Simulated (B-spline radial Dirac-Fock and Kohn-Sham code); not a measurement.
The ion Mn³⁺ ([Ar] 3d4). Computed with a B-spline radial atomic code: independent-particle Coulomb rates on relativistic LDA orbitals, configuration-average energies from Dirac–Fock. Widths ruled by Coster–Kronig decay come out up to twice the measured ones in this model.

Before looking at the plot, say what to expect. Its caption: Auger and Coster–Kronig groups that fill an M1 (3s) hole, broadened by 0.30 eV full width. Kinetic energies count from the vacuum level; very weak lines are left out.

The strongest group is M1-M4M5 at 20.88 eV (64 % of the non-radiative width), followed by M1-M5M5 at 21.02 eV (28 %), M1-M4M4 at 20.74 eV (8.0 %). The lines shown span 20.74 eV to 21.02 eV.

The computed plot:

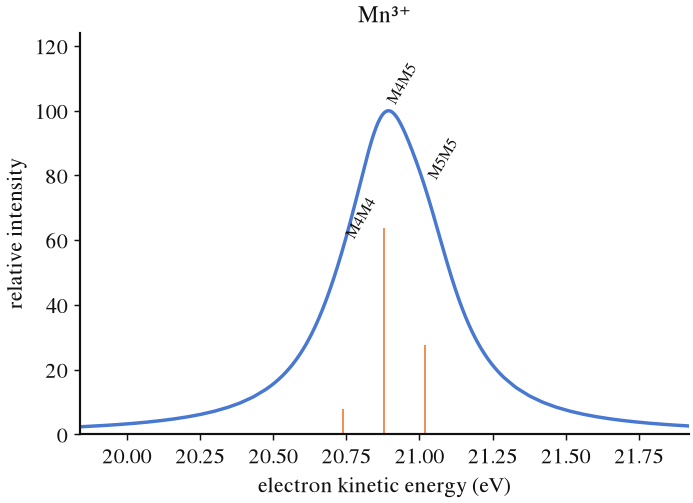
